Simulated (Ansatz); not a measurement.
# Molecular dynamics of BSi4NH12

BSi4NH12, computed with RKS r2SCAN-rvv10/6-31G* (Ansatz 0.2.0).

The geometry comes from this level: PBE0-D4/def2-TZVP. Figures and captions count atoms from 1; the log counts them from 0 in places.

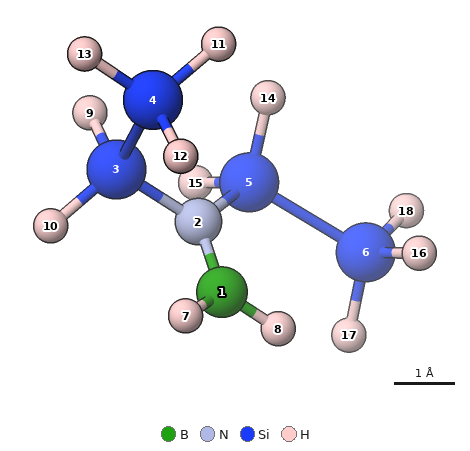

**Figure 1.** The structure as given in the input (ball-and-stick view, seen at a tilt; atoms are numbered from 1 in the order of the input).

The input
```yaml
crystal:
  periodic: [false, false, false]
  atoms:
    - {symbol: B, position_ang: [0.288195, -0.075686, -1.661805]}
    - {symbol: N, position_ang: [-0.405110, -0.154983, -0.441830]}
    - {symbol: Si, position_ang: [-0.818347, -1.749840, 0.189407]}
    - {symbol: Si, position_ang: [1.066815, -2.763343, 1.136720]}
    - {symbol: Si, position_ang: [-0.835393, 1.271192, 0.493706]}
    - {symbol: Si, position_ang: [0.100566, 3.218508, -0.401778]}
    - {symbol: H, position_ang: [0.567516, -1.083750, -2.252665]}
    - {symbol: H, position_ang: [0.603401, 0.990807, -2.114203]}
    - {symbol: H, position_ang: [-1.863655, -1.550577, 1.232392]}
    - {symbol: H, position_ang: [-1.389882, -2.583350, -0.899748]}
    - {symbol: H, position_ang: [1.604841, -1.900184, 2.222931]}
    - {symbol: H, position_ang: [2.121392, -2.941959, 0.102817]}
    - {symbol: H, position_ang: [0.715607, -4.092789, 1.706050]}
    - {symbol: H, position_ang: [-0.358170, 1.070933, 1.891968]}
    - {symbol: H, position_ang: [-2.319303, 1.384804, 0.561193]}
    - {symbol: H, position_ang: [1.580355, 3.109303, -0.488025]}
    - {symbol: H, position_ang: [-0.453331, 3.525637, -1.745847]}
    - {symbol: H, position_ang: [-0.243096, 4.336775, 0.520518]}
basis:
  gaussian: {orbitals: "6-31G*"}
hamiltonian: {xc: {name: r2SCAN}, dispersion: rvv10}
md: {timestep: 0.5 fs, n_steps: 30, ensemble: nvt_nose_hoover, temperature: 700, initial_velocities: maxwell_boltzmann, seed: 904}
```

Machine: 4 threads of Arm Neoverse V1, 23 GiB of memory available, shared host.

Launched with:
```bash
ansatz run in.yaml --threads 4 --pin off --events-out ev --progress --plain --max-ram 11315MiB
```

The program's output
```
Functional definition: r2SCAN+rVV10
  name "r2SCAN+rVV10"
  cite "Furness, Kaplan, Ning, Perdew & Sun, J. Phys. Chem. Lett. 11, 8208 (2020) doi:10.1021/acs.jpclett.0c02405"
  cite "Furness, Kaplan, Ning, Perdew & Sun, J. Phys. Chem. Lett. 11, 9248 (2020) doi:10.1021/acs.jpclett.0c03077"
  cite "Vydrov & Van Voorhis, J. Chem. Phys. 133, 244103 (2010) doi:10.1063/1.3521275"
  cite "Sabatini, Gorni & de Gironcoli, Phys. Rev. B 87, 041108(R) (2013) doi:10.1103/PhysRevB.87.041108"
  cite "Ning et al., Phys. Rev. B 106, 075422 (2022) doi:10.1103/PhysRevB.106.075422"
  parent "r2scan"
  parameter k0 = 0.174
  parameter k1 = 0.065
  parameter a1 = 4.9479
  exchange = r2scan_x(k0 = k0, k1 = k1, a1 = a1)
  correlation = r2scan_c + rvv10(11.95, 0.0093)
1681 factors; their error is unknown
mean field evaluation 1: about -33857.9718 eV, gradient 5.4e1 eV
mean field evaluation 2: about -33838.6528 eV, gradient 1.0e2 eV
mean field evaluation 4: about -33864.0189 eV, gradient 4.7e0 eV
mean field evaluation 8: about -33864.0904 eV, gradient 2.8e-2 eV
mean field evaluation 16: about -33863.9313 eV, gradient 2.4e-5 eV
mean field -33863.93132332 eV, -1244.4765223349 hartree, gradient 2.3e-6 eV, S^2 0.000000; 0 other end points of the search recorded, 0 dependent functions left out
the calculation of the forces begins
reference -33863.93133905 eV, -1244.4765229132 hartree; 40, 40 occupied and 90, 90 virtual orbitals, 1681 factors
md step     0: t =     0.00 fs  T =   700.0 K  F+E_penalty+E_count = -33863.93132332 eV  E_kin = 1.447712 eV  conserved = -33862.48361133 eV  (28 SCF iters)
these checks for a lower state are left out or cut short: starts, cluster_reference, orbital_swaps, neighbouring_geometries, increment
1681 factors; their error is unknown
mean field -33863.90027262 eV, -1244.4753812426 hartree, gradient 2.1e-5 eV, S^2 0.000000; 0 other end points of the search recorded, 0 dependent functions left out
the calculation of the forces begins
reference -33863.90028835 eV, -1244.4753818207 hartree; 40, 40 occupied and 90, 90 virtual orbitals, 1681 factors
md step     1: t =     0.50 fs  T =   685.2 K  F+E_penalty+E_count = -33863.90027262 eV  E_kin = 1.417083 eV  conserved = -33862.48318932 eV  (28 SCF iters)
[... from here on the SCF iterations and repeated set-up lines of each step are left out, up to the last step ...]
md step     2: t =     1.00 fs  T =   644.5 K  F+E_penalty+E_count = -33863.81508542 eV  E_kin = 1.332941 eV  conserved = -33862.48214681 eV  (28 SCF iters)
md step     3: t =     1.50 fs  T =   585.7 K  F+E_penalty+E_count = -33863.69207177 eV  E_kin = 1.211410 eV  conserved = -33862.48067130 eV  (28 SCF iters)
md step     4: t =     2.00 fs  T =   519.9 K  F+E_penalty+E_count = -33863.55433785 eV  E_kin = 1.075292 eV  conserved = -33862.47907016 eV  (28 SCF iters)
md step     5: t =     2.50 fs  T =   459.0 K  F+E_penalty+E_count = -33863.42689166 eV  E_kin = 0.949219 eV  conserved = -33862.47772378 eV  (28 SCF iters)
md step     6: t =     3.00 fs  T =   412.9 K  F+E_penalty+E_count = -33863.33074687 eV  E_kin = 0.853876 eV  conserved = -33862.47696086 eV  (28 SCF iters)
md step     7: t =     3.50 fs  T =   387.4 K  F+E_penalty+E_count = -33863.27788486 eV  E_kin = 0.801108 eV  conserved = -33862.47692056 eV  (28 SCF iters)
md step     8: t =     4.00 fs  T =   382.8 K  F+E_penalty+E_count = -33863.26908407 eV  E_kin = 0.791795 eV  conserved = -33862.47750140 eV  (28 SCF iters)
md step     9: t =     4.50 fs  T =   395.1 K  F+E_penalty+E_count = -33863.29536374 eV  E_kin = 0.817227 eV  conserved = -33862.47843647 eV  (28 SCF iters)
md step    10: t =     5.00 fs  T =   417.3 K  F+E_penalty+E_count = -33863.34198566 eV  E_kin = 0.862967 eV  conserved = -33862.47942792 eV  (27 SCF iters)
md step    11: t =     5.50 fs  T =   441.6 K  F+E_penalty+E_count = -33863.39302201 eV  E_kin = 0.913306 eV  conserved = -33862.48025929 eV  (28 SCF iters)
md step    12: t =     6.00 fs  T =   461.6 K  F+E_penalty+E_count = -33863.43481579 eV  E_kin = 0.954687 eV  conserved = -33862.48082967 eV  (28 SCF iters)
md step    13: t =     6.50 fs  T =   472.6 K  F+E_penalty+E_count = -33863.45774303 eV  E_kin = 0.977496 eV  conserved = -33862.48112793 eV  (29 SCF iters)
md step    14: t =     7.00 fs  T =   472.2 K  F+E_penalty+E_count = -33863.45660117 eV  E_kin = 0.976498 eV  conserved = -33862.48118275 eV  (28 SCF iters)
md step    15: t =     7.50 fs  T =   459.6 K  F+E_penalty+E_count = -33863.43028743 eV  E_kin = 0.950545 eV  conserved = -33862.48103292 eV  (28 SCF iters)
md step    16: t =     8.00 fs  T =   436.2 K  F+E_penalty+E_count = -33863.38128003 eV  E_kin = 0.902084 eV  conserved = -33862.48070504 eV  (28 SCF iters)
md step    17: t =     8.50 fs  T =   404.5 K  F+E_penalty+E_count = -33863.31516259 eV  E_kin = 0.836662 eV  conserved = -33862.48023148 eV  (29 SCF iters)
md step    18: t =     9.00 fs  T =   368.6 K  F+E_penalty+E_count = -33863.24000288 eV  E_kin = 0.762284 eV  conserved = -33862.47967101 eV  (28 SCF iters)
md step    19: t =     9.50 fs  T =   332.9 K  F+E_penalty+E_count = -33863.16538026 eV  E_kin = 0.688462 eV  conserved = -33862.47908857 eV  (27 SCF iters)
md step    20: t =    10.00 fs  T =   302.2 K  F+E_penalty+E_count = -33863.10123091 eV  E_kin = 0.625063 eV  conserved = -33862.47855246 eV  (28 SCF iters)
md step    21: t =    10.50 fs  T =   281.0 K  F+E_penalty+E_count = -33863.05668294 eV  E_kin = 0.581161 eV  conserved = -33862.47812101 eV  (29 SCF iters)
md step    22: t =    11.00 fs  T =   272.7 K  F+E_penalty+E_count = -33863.03900177 eV  E_kin = 0.563954 eV  conserved = -33862.47786782 eV  (28 SCF iters)
md step    23: t =    11.50 fs  T =   279.2 K  F+E_penalty+E_count = -33863.05232300 eV  E_kin = 0.577472 eV  conserved = -33862.47790842 eV  (29 SCF iters)
md step    24: t =    12.00 fs  T =   300.2 K  F+E_penalty+E_count = -33863.09592802 eV  E_kin = 0.620906 eV  conserved = -33862.47834707 eV  (29 SCF iters)
md step    25: t =    12.50 fs  T =   332.3 K  F+E_penalty+E_count = -33863.16283202 eV  E_kin = 0.687296 eV  conserved = -33862.47917158 eV  (29 SCF iters)
md step    26: t =    13.00 fs  T =   369.4 K  F+E_penalty+E_count = -33863.24013348 eV  E_kin = 0.763937 eV  conserved = -33862.48019579 eV  (29 SCF iters)
md step    27: t =    13.50 fs  T =   403.9 K  F+E_penalty+E_count = -33863.31192455 eV  E_kin = 0.835232 eV  conserved = -33862.48111239 eV  (29 SCF iters)
md step    28: t =    14.00 fs  T =   429.0 K  F+E_penalty+E_count = -33863.36390676 eV  E_kin = 0.887151 eV  conserved = -33862.48164700 eV  (29 SCF iters)
md step    29: t =    14.50 fs  T =   440.6 K  F+E_penalty+E_count = -33863.38751548 eV  E_kin = 0.911224 eV  conserved = -33862.48169231 eV  (29 SCF iters)
these checks for a lower state are left out or cut short: starts, cluster_reference, orbital_swaps, neighbouring_geometries, increment
1681 factors; their error is unknown
mean field -33863.38159575 eV, -1244.4563202194 hartree, gradient 8.3e-6 eV, S^2 0.000000; 0 other end points of the search recorded, 0 dependent functions left out
the calculation of the forces begins
reference -33863.38161151 eV, -1244.4563207984 hartree; 40, 40 occupied and 90, 90 virtual orbitals, 1681 factors
1681 factors; their error is unknown
mean field evaluation 256: about -33863.5421 eV, gradient 2.5e-1 eV
mean field -33863.38159575 eV, -1244.4563202194 hartree, gradient 1.0e-5 eV, S^2 0.000000; 1 other end points of the search recorded, 0 dependent functions left out
the calculation of the forces begins
reference -33863.38161151 eV, -1244.4563207984 hartree; 40, 40 occupied and 90, 90 virtual orbitals, 1681 factors
md step    30: t =    15.00 fs  T =   438.2 K  F+E_penalty+E_count = -33863.38159575 eV  E_kin = 0.906194 eV  conserved = -33862.48133543 eV  (27 SCF iters)
```

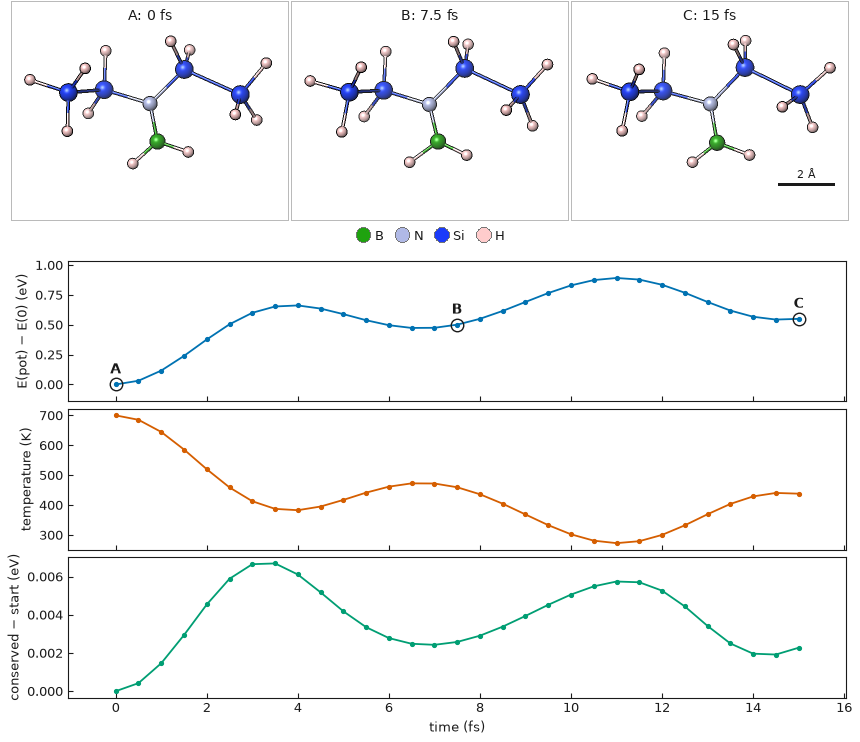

**Figure 2.** Frames of the molecular dynamics (ball-and-stick, seen at a tilt) above the curves, on which the letters mark them. The trajectory kept here has 31 frames over 15 fs. The temperature starts at 700 K, ranges from 273 to 700 K and averages 366 K over the second half. The potential energy ends 0.550 eV above its first value. The conserved quantity stays within 0.0067 eV. After an unweighted best fit of the last frame on the first, the root-mean-square displacement is 0.23 Å, and H16 has moved furthest (0.50 Å).

```
Total energy: -33863.38161151 eV, -1244.4563207984 hartree
Atom 0 at     0.281451    -0.099191    -1.715290 Å, force    -0.916301     2.804984     1.199131 eV/Å
Atom 1 at    -0.554285    -0.160827    -0.530248 Å, force     0.704509     0.743327    -0.215931 eV/Å
Atom 2 at    -0.816540    -1.797075     0.143219 Å, force     0.472202     0.833078     0.546594 eV/Å
Atom 3 at     1.103509    -2.699849     1.170652 Å, force    -0.557040    -0.799651     0.022406 eV/Å
Atom 4 at    -0.866336     1.304453     0.546824 Å, force     0.115082    -0.664953    -0.536719 eV/Å
Atom 5 at     0.133225     3.215527    -0.392614 Å, force     0.012411    -0.739946     0.238949 eV/Å
Atom 6 at     0.670188    -1.070292    -2.151231 Å, force     0.564927    -1.664113    -0.877539 eV/Å
Atom 7 at     0.611636     1.012505    -2.241971 Å, force    -0.422984    -1.208523     0.652379 eV/Å
Atom 8 at    -1.925984    -1.621560     1.117789 Å, force    -0.090277    -0.173714     0.080080 eV/Å
Atom 9 at    -1.178359    -2.800464    -0.874376 Å, force    -0.142093    -0.052831    -0.284157 eV/Å
Atom 10 at     1.826238    -2.090040     2.316203 Å, force    -0.034456     0.287734    -0.081339 eV/Å
Atom 11 at     2.033953    -3.137406     0.108078 Å, force     0.319161     0.205046    -0.175191 eV/Å
Atom 12 at     0.580480    -4.019903     1.665511 Å, force     0.010516     0.097406     0.114609 eV/Å
Atom 13 at    -0.119315     1.181729     1.852432 Å, force    -0.054515    -0.207514    -0.227884 eV/Å
Atom 14 at    -2.294100     1.317556     0.955617 Å, force    -0.147268     0.004502    -0.143510 eV/Å
Atom 15 at     1.497084     2.691588    -0.156123 Å, force     0.427818     0.263262    -0.124421 eV/Å
Atom 16 at    -0.069381     3.375904    -1.843009 Å, force    -0.125128     0.251918    -0.168607 eV/Å
Atom 17 at    -0.042043     4.462633     0.396884 Å, force    -0.136563     0.019987    -0.018850 eV/Å
Dipole moment:    -0.127460     0.162089     0.079897 e Å
```

Trajectory as extended XYZ (Å, eV, eV/Å), 6 of the 31 frames kept, from step=0 to step=30
```
18
Properties=species:S:1:pos:R:3:forces:R:3 step=0 time_fs=0.0 energy=-33863.93132 temperature=700.0
B     0.2882   -0.0757   -1.6618    0.1584  -0.0178  -0.2865
N    -0.4051   -0.1550   -0.4418   -0.0169   0.0244   0.0026
Si   -0.8183   -1.7498    0.1894    0.0028  -0.2752   0.1273
Si    1.0668   -2.7633    1.1367   -0.0978   0.0477  -0.0487
Si   -0.8354    1.2712    0.4937   -0.0177   0.2864   0.1028
Si    0.1006    3.2185   -0.4018   -0.0565  -0.0756   0.0543
H     0.5675   -1.0837   -2.2527    0.0194  -0.0604  -0.0361
H     0.6034    0.9908   -2.1142    0.0219   0.0561  -0.0366
H    -1.8637   -1.5506    1.2324   -0.0526  -0.0128   0.0323
H    -1.3899   -2.5833   -0.8997   -0.0368  -0.0383  -0.0330
H     1.6048   -1.9002    2.2229    0.0376   0.0188   0.0443
H     2.1214   -2.9420    0.1028    0.0514  -0.0119  -0.0239
H     0.7156   -4.0928    1.7061    0.0070  -0.0590   0.0334
H    -0.3582    1.0709    1.8920    0.0013   0.0046   0.0694
H    -2.3193    1.3848    0.5612   -0.0638   0.0129   0.0276
H     1.5804    3.1093   -0.4880    0.0574   0.0117  -0.0070
H    -0.4533    3.5256   -1.7458   -0.0113   0.0284  -0.0495
H    -0.2431    4.3368    0.5205   -0.0038   0.0600   0.0273
18
Properties=species:S:1:pos:R:3:forces:R:3 step=6 time_fs=3.0 energy=-33863.33075 temperature=412.9
B     0.2732   -0.0781   -1.6641    0.7302   2.5095  -0.5505
N    -0.4286   -0.1759   -0.4726   -0.6265   1.1945   1.1080
Si   -0.8173   -1.7546    0.1819   -0.5006  -1.4389  -1.0980
Si    1.0750   -2.7491    1.1440    0.1303   1.0141   0.0679
Si   -0.8383    1.2788    0.5095   -1.5042   0.2449  -2.0710
Si    0.1047    3.2232   -0.4023    0.4311  -0.9036   1.1996
H     0.5862   -1.0473   -2.1495    0.5659  -1.7731  -1.1936
H     0.6646    1.0203   -2.1905   -0.6282  -1.1203   0.7245
H    -1.8666   -1.5496    1.2184   -0.1030  -0.0477  -0.0180
H    -1.3876   -2.7117   -1.0069    0.5885   1.0705   1.3919
H     1.6492   -1.9364    2.2978   -0.1313  -0.2191  -0.5224
H     2.0692   -3.0442    0.0954    0.3376   0.2090  -0.1732
H     0.7220   -4.0413    1.6489   -0.4073  -1.0902   0.5721
H    -0.3419    1.1411    1.8091    0.7615  -0.3901   1.9480
H    -2.3702    1.3855    0.6568    0.7599  -0.0960  -0.1174
H     1.5666    2.9831   -0.3972    0.2013   0.1029  -0.0667
H    -0.3520    3.4341   -1.7308   -0.4640   0.4398  -1.2719
H    -0.1803    4.3411    0.5176   -0.1411   0.2936   0.0706
18
Properties=species:S:1:pos:R:3:forces:R:3 step=12 time_fs=6.0 energy=-33863.43482 temperature=461.6
B     0.2645   -0.0647   -1.6715    1.4489  -0.4609  -1.2656
N    -0.4557   -0.1898   -0.4968   -0.7913   1.9046   1.4661
Si   -0.8176   -1.7636    0.1713   -0.3886  -1.4580  -0.9187
Si    1.0834   -2.7323    1.1515    0.0244  -0.1507   0.0254
Si   -0.8452    1.2871    0.5200   -0.9347  -0.1856  -0.8449
Si    0.1101    3.2253   -0.3997    0.4623  -0.9706   0.4415
H     0.6421   -1.1291   -2.1308   -0.1320   0.2823  -0.3006
H     0.6767    0.9664   -2.2112   -0.5397  -0.4053   0.5061
H    -1.8777   -1.5528    1.2027   -0.0506  -0.0875  -0.0867
H    -1.3392   -2.7551   -1.0039    0.5004   1.0990   1.3622
H     1.6838   -1.9890    2.3317   -0.0820  -0.1102  -0.5458
H     2.0428   -3.1284    0.0763    0.2063   0.4387   0.0819
H     0.6978   -4.0687    1.6347   -0.2794  -0.3025   0.3470
H    -0.2710    1.1818    1.8649    0.2508  -0.3086   0.4553
H    -2.3622    1.3786    0.7429    0.6748  -0.1125  -0.1750
H     1.5666    2.8664   -0.3124   -0.1058   0.2693  -0.1477
H    -0.2838    3.3767   -1.8066   -0.1116   0.3941  -0.2507
H    -0.1288    4.3680    0.5187   -0.1523   0.1646  -0.1498
18
Properties=species:S:1:pos:R:3:forces:R:3 step=18 time_fs=9.0 energy=-33863.24000 temperature=368.6
B     0.2662   -0.0549   -1.6873    0.6770  -3.6697   0.0269
N    -0.4874   -0.1920   -0.5124   -0.3675   2.1049   0.9372
Si   -0.8190   -1.7767    0.1582    0.3148  -0.0431   0.6442
Si    1.0919   -2.7161    1.1590   -0.4669  -1.7783  -0.3494
Si   -0.8548    1.2949    0.5278    0.6856  -0.6035   0.4906
Si    0.1169    3.2245   -0.3958    0.3622  -0.8143  -0.5486
H     0.6896   -1.1970   -2.1427   -0.5950   1.4369   0.1988
H     0.6484    0.8891   -2.1956    0.2405   1.6093  -0.5496
H    -1.8931   -1.5635    1.1800    0.0079  -0.1311  -0.0974
H    -1.2518   -2.7123   -0.8938   -0.1820  -0.1414  -0.1770
H     1.7131   -2.0491    2.3226    0.1883   0.2561  -0.0349
H     2.0339   -3.1755    0.0642    0.0262   0.5628   0.3361
H     0.6509   -4.1204    1.6495    0.0687   0.8296  -0.0510
H    -0.1792    1.1959    1.9611   -0.4885  -0.1682  -1.2278
H    -2.3024    1.3625    0.8153   -0.2705  -0.0606  -0.0520
H     1.5585    2.7728   -0.2404   -0.2895   0.4264  -0.2411
H    -0.2260    3.3530   -1.9030    0.2029   0.2830   1.0690
H    -0.0899    4.4081    0.5068   -0.1143  -0.0987  -0.3739
18
Properties=species:S:1:pos:R:3:forces:R:3 step=24 time_fs=12.0 energy=-33863.09593 temperature=300.2
B     0.2736   -0.0710   -1.7038    0.1053  -1.7427   0.5823
N    -0.5214   -0.1815   -0.5223    0.1824   1.6865   0.3050
Si   -0.8193   -1.7897    0.1474    1.1529   2.1740   2.6033
Si    1.0989   -2.7050    1.1655   -0.8436  -2.0456  -0.4723
Si   -0.8625    1.3008    0.5368    1.4378  -0.7695   0.4080
Si    0.1247    3.2212   -0.3933    0.1948  -0.7209  -0.6405
H     0.6909   -1.1541   -2.1423   -0.3197   0.6335  -0.0442
H     0.6313    0.9250   -2.2142   -0.0325   0.6495  -0.1178
H    -1.9084   -1.5855    1.1495   -0.0208  -0.1655  -0.0156
H    -1.1821   -2.6897   -0.8067   -0.9291  -1.9404  -2.2191
H     1.7578   -2.0883    2.3093    0.3199   0.4712   0.3018
H     2.0292   -3.1758    0.0782    0.0966   0.4621   0.2075
H     0.6083   -4.1082    1.6623    0.1994   0.9629  -0.1386
H    -0.1251    1.1948    1.9625   -0.6170  -0.1307  -1.3983
H    -2.2642    1.3410    0.8835   -0.9252  -0.0209   0.0774
H     1.5287    2.7147   -0.1884   -0.0407   0.4205  -0.2401
H    -0.1533    3.3542   -1.9165    0.1481   0.2336   1.1226
H    -0.0612    4.4412    0.4648   -0.1088  -0.1576  -0.3213
18
Properties=species:S:1:pos:R:3:forces:R:3 step=30 time_fs=15.0 energy=-33863.38160 temperature=438.2
B     0.2815   -0.0992   -1.7153   -0.9163   2.8050   1.1991
N    -0.5543   -0.1608   -0.5302    0.7045   0.7433  -0.2159
Si   -0.8165   -1.7971    0.1432    0.4722   0.8331   0.5466
Si    1.1035   -2.6998    1.1707   -0.5570  -0.7997   0.0224
Si   -0.8663    1.3045    0.5468    0.1151  -0.6650  -0.5367
Si    0.1332    3.2155   -0.3926    0.0124  -0.7399   0.2389
H     0.6702   -1.0703   -2.1512    0.5649  -1.6641  -0.8775
H     0.6116    1.0125   -2.2420   -0.4230  -1.2085   0.6524
H    -1.9260   -1.6216    1.1178   -0.0903  -0.1737   0.0801
H    -1.1784   -2.8005   -0.8744   -0.1421  -0.0528  -0.2842
H     1.8262   -2.0900    2.3162   -0.0345   0.2877  -0.0813
H     2.0340   -3.1374    0.1081    0.3192   0.2050  -0.1752
H     0.5805   -4.0199    1.6655    0.0105   0.0974   0.1146
H    -0.1193    1.1817    1.8524   -0.0545  -0.2075  -0.2279
H    -2.2941    1.3176    0.9556   -0.1473   0.0045  -0.1435
H     1.4971    2.6916   -0.1561    0.4278   0.2633  -0.1244
H    -0.0694    3.3759   -1.8430   -0.1251   0.2519  -0.1686
H    -0.0420    4.4626    0.3969   -0.1366   0.0200  -0.0188
```

Results in brief

- outcome: finished
- mean temperature over the second half: 366 K
- trajectory: 30 steps, 15 fs
- ensemble: nvt_nose_hoover
- temperature in the input: 700 K
- time step: 0.5 fs
- potential energy (last step): −33863.3816 eV
- SCF solution under orbital rotations (last step): stable
- largest force (length of the vector) (last step): 3.185 eV/Å
- dipole moment (last step): 1.06 D
- wall time: 4.3 min (CPU time 17 min)
- peak memory: 0.76 GiB

Remarks

So short a trajectory is not equilibrated. The temperature stays far from the 700 K of the thermostat over the second half: the run isn't equilibrated.
